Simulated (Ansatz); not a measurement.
System: C₃H₆Ge (SMILES C#[C][GeH2][CH3]).

Input

```
crystal:
  periodic: [false, false, false]
  atoms:
    - {symbol: C, position_ang: [0.964439, 2.082333, -1.348445]}
    - {symbol: C, position_ang: [0.258915, 1.321866, -0.734123]}
    - {symbol: Ge, position_ang: [-0.831675, 0.098435, 0.238360]}
    - {symbol: C, position_ang: [0.213784, -1.490434, 0.655577]}
    - {symbol: H, position_ang: [1.585494, 2.757044, -1.891613]}
    - {symbol: H, position_ang: [-1.306591, 0.807967, 1.516550]}
    - {symbol: H, position_ang: [-2.046814, -0.244869, -0.638187]}
    - {symbol: H, position_ang: [-0.393929, -2.204806, 1.212316]}
    - {symbol: H, position_ang: [1.080631, -1.217777, 1.257820]}
    - {symbol: H, position_ang: [0.558946, -1.960960, -0.265253]}
basis:
  gaussian: {orbitals: def2-TZVPP}
hamiltonian: {xc: pbe0, dispersion: d4}
output: {orbitals: {seedname: orbitals}}
```

Command:

```sh
ansatz run in.yaml --threads 4 --pin off --events-out ev --progress --plain --max-ram 10444MiB
```

Geometry: PBE0-D4/def2-TZVP.

All numbers below come from RKS PBE0-D4/def2-TZVPP (Ansatz 0.2.0).

What will maps of the electron density and electron localisation function show?

C–C (1.21 Å): the density is about 2.8 e/Å³ at the midpoint; the ELF peaks at about 0.85 between the atoms (a short, multiple covalent bond).
C–Ge (1.91 Å): ρ is about 0.9 e/Å³ halfway; the ELF peaks at about 0.95 in the valence shell of C, 0.7 Å from its nucleus, and is about 0.60 at the midpoint.
C–H (1.07 Å): ρ at the midpoint is about 2.1 e/Å³; the ELF climbs to about 1 towards the hydrogen, as it does in any bond to H (an ordinary covalent bond to hydrogen).
C–Ge (1.95 Å): ρ at the midpoint is about 0.89 e/Å³; the ELF peaks at about 0.90 between the atoms: localised, covalent bonding.

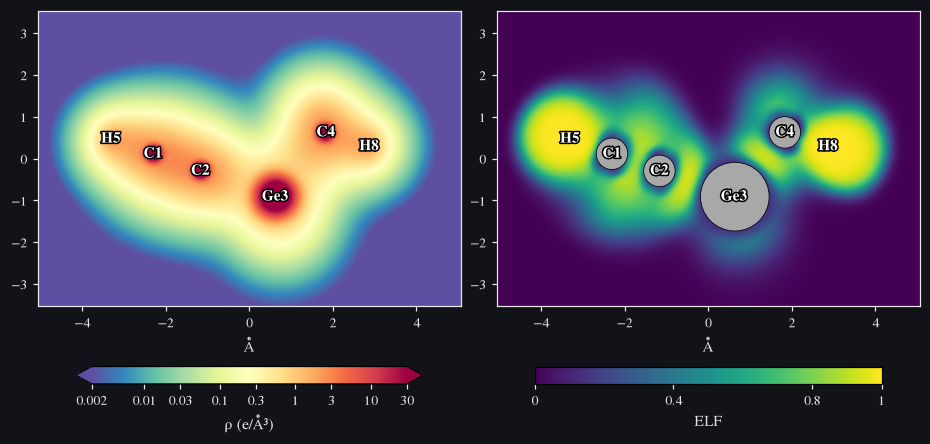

Computed electron density and electron localisation function on the plane of atoms Ge3, C4 and H8, in this order. Grey discs cover the atomic cores in the ELF map. 
